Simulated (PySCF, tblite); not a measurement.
C₅H₉NOSi, SMILES C[C@@H]1C[C@H](C#N)O[SiH2]1, geometry in Å:

```xyz
17

C     -2.1781    -0.0273     0.1894
C     -0.7850     0.5136    -0.0981
C      0.1008    -0.5227    -0.7954
C      1.5607    -0.0805    -0.5902
C      2.4570    -1.2115    -0.7275
N      3.1408    -2.1212    -0.8302
O      1.7084     0.4913     0.6904
Si     0.3134     0.9718     1.4020
H     -2.6744    -0.3299    -0.7320
H     -2.7863     0.7346     0.6704
H     -2.1288    -0.8906     0.8493
H     -0.8848     1.3826    -0.7579
H     -0.0376    -1.4951    -0.3154
H     -0.1205    -0.6289    -1.8583
H      1.8439     0.6752    -1.3393
H      0.4034     2.4032     1.6552
H      0.0601     0.1473     2.5776
```

Vertical TDDFT excitations, CAM-B3LYP/def2-SVPD with PySCF, at a GFN2-xTB geometry (a minimum by its frequencies), gas phase.

**What does its absorption spectrum look like?**

The lowest singlet lies at 7.16 eV (173 nm, f = 0.007); the brightest of the first 8 is S5 at 7.92 eV (157 nm), f = 0.028, mainly HOMO−1 → LUMO+1 (68 %). No singlet lies below 3.1 eV (beyond 400 nm), so at this level no vertical transition falls in the visible.


```
state  E (eV)  λ (nm)      f          main character
   S1    7.16     173  0.007      HOMO → LUMO (47 %)
   S2    7.31     170  0.012      HOMO → LUMO (46 %)
   S3    7.59     163  0.000    HOMO−2 → LUMO (25 %)
   S4    7.71     161  0.002    HOMO → LUMO+1 (88 %)
   S5    7.92     157  0.028  HOMO−1 → LUMO+1 (68 %)
   S6    8.12     153  0.012  HOMO−3 → LUMO+3 (16 %)
   S7    8.31     149  0.002  HOMO−3 → LUMO+7 (40 %)
   S8    8.43     147  0.008    HOMO → LUMO+3 (24 %)
```

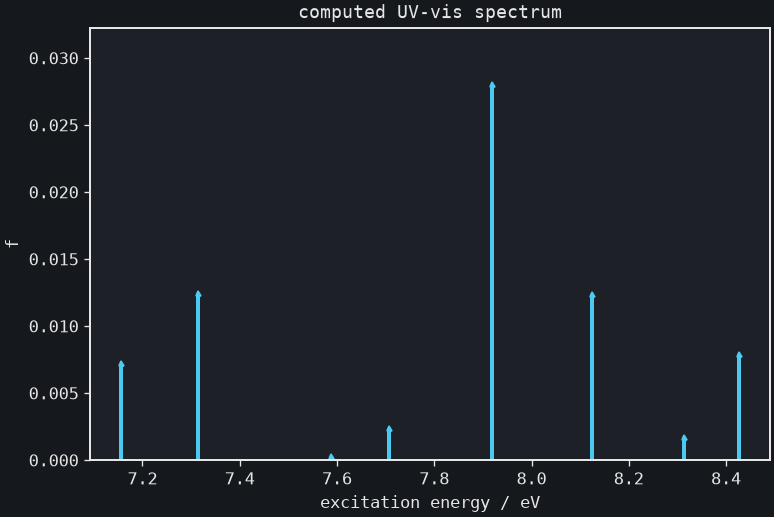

Only the first 8 singlet excitations are included.

Caveats: the tight-binding geometry is rougher than a DFT one and adds to the error; one conformer of a flexible molecule; core orbitals are frozen in the response.
